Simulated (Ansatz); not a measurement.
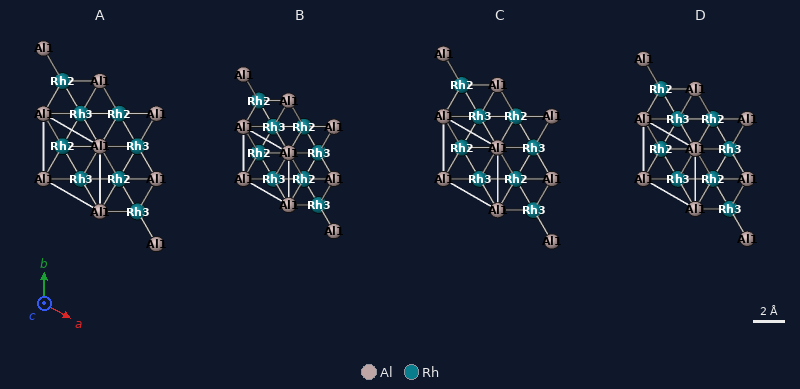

4 geometries from one relaxation of solid AlRh$_{2}$ (a generated structure, set up in P6/mmm) (coarse preliminary run), in shuffled order. The picture is a ball-and-stick view of the cell of the calculation, repeated 2 × 2 × 1 with one cell outlined, seen along the c axis.

Computed with DFT PBE, scalar-relativistic, plane waves, PAW (Ansatz 0.2.0). Settings: plane-wave cutoff 420 eV; k-point mesh 6 × 6 × 6; occupations gaussian; smearing width 0.1 eV; no spin polarisation; cell and atoms relaxed; force threshold 0.04 eV/Å; at most 70 steps.

Question: Put them in the order of the run, from the start to the converged end.

Answer: B, D, C, A. They are steps 0, 3, 5, 13, at +3165 meV per atom, +624 meV per atom, +260 meV per atom relative to the last. The atoms keep their places relative to the cell (all moves are under 0.005 Å). Cell: a = b 3.439 → 4.297 Å (+24.9 %), c 3.616 → 2.754 Å (−23.8 %). Volume +18.9 %. Near-neighbour distances that change, for instance: Al1–Al1 3.616 → 2.754 Å, Rh2–Rh2 3.616 → 2.754 Å, Rh2–Rh3 1.985 → 2.481 Å, Al1–Rh2 2.685 → 2.837 Å. The space group stays P6/mmm (No. 191). Over 11 accepted moves (13 points after the start) the energy falls by 3165 meV per atom. All forces vanish by symmetry, so only the cell relaxes. The pressure goes from 157.31 to −0.18 GPa. At 2 points the geometry stayed and the basis and grid were re-selected for the new cell (energy shift of 90.6 meV per atom at most each time). Cost: 22 s on 1 thread of Arm Neoverse V1, with other jobs on the host, peak memory 0.3 GiB.
